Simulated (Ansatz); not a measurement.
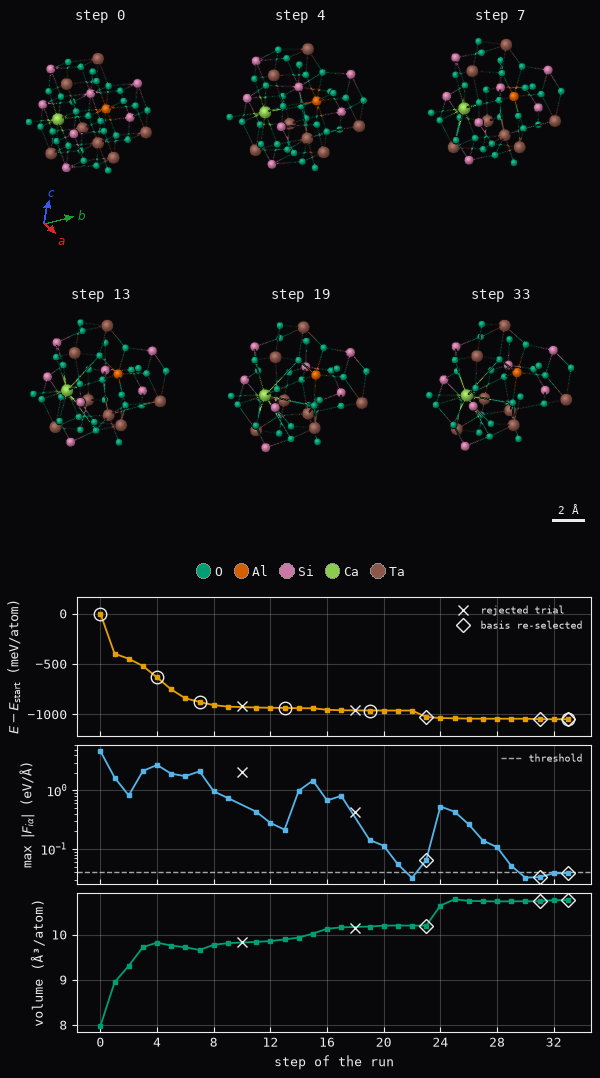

Frames of a relaxation of solid CaTa3AlSi3O16 (a generated structure, set up in P1) (coarse preliminary run), marked on the history of the run. The picture is a ball-and-stick view of the atoms within 4.2 Å of the atom that moves most (axes of the cell of the calculation, reduced to other axes), seen slightly off an axis. Lengths and directions refer to the drawn axes.

Case: elements placed on the fluorite lattice at random.

The calculation used DFT PBE, scalar-relativistic, plane waves, PAW in Ansatz. (plane-wave cutoff 420 eV; k-point mesh 2 × 2 × 2; occupations gaussian; smearing width 0.1 eV; mesh shifted by (0.5, 0.5, 0.5); no spin polarisation; cell and atoms relaxed; force threshold 0.04 eV/Å; at most 50 steps)

Describe the path.

The atom that moves furthest relative to the cell is an O atom (1.10 Å roughly along [−3 2 0]). By element the largest moves are O 1.10 Å, Al 0.88 Å, Si 0.78 Å, Ca 0.57 Å, Ta 0.45 Å. The volume changes by +35.0 %, with a 6.469 → 7.129 Å (+10.2 %), b 6.469 → 7.472 Å (+15.5 %), c 6.469 → 7.205 Å (+11.4 %), α 60.0° → 58.1°, β 60.0° → 53.8°, γ 60.0° → 64.1°. Among the contacts that change: Al–O 2.013 → 3.767 Å, O–Si 1.980 → 3.643 Å, O–Ta 1.980 → 3.501 Å, O–Si 1.975 → 3.420 Å. Bonds break, among them: Al–O (2.01 → 3.75 Å), Al–O (2.01 → 3.77 Å), Al–O (2.02 → 2.85 Å), O–Si (1.95 → 3.24 Å). Among the angles between lasting bonds that change: O–Al–O 177.9° → 110.4°, O–Si–O 179.4° → 119.0°, Si–O–Ta 109.4° → 160.8°. The space group stays P1 (No. 1). Over 28 accepted moves (33 points after the start) the energy falls by 1048 meV per atom. The largest force component goes from 4.7 to 0.039 eV/Å. Pressure: 68.38 GPa at the start and −0.05 GPa at the end. The line search rejected the trial steps at points 10, 18 of the run. The SCF was repeated 3 times at an unchanged geometry on a basis and grid sized afresh for the cell, which shifted the energy by 63.8 meV per atom at most. Cost: 2.3 min on 4 threads of Arm Neoverse V2, with other jobs on the host, peak memory 0.83 GiB. From step 0 to 4: an O atom moves most (0.54 Å), volume +23.2 %, energy −634 meV per atom. From step 4 to 7: a Si atom moves most (0.48 Å), volume −1.6 %, energy −243 meV per atom. From step 7 to 13: an O atom moves most (0.45 Å), volume +2.4 %, energy −60.1 meV per atom. From step 13 to 19: an O atom moves most (0.63 Å), volume +2.9 %, energy −25.2 meV per atom. From step 19 to 33: an O atom moves most (0.20 Å), volume +5.7 %, energy −86.4 meV per atom.
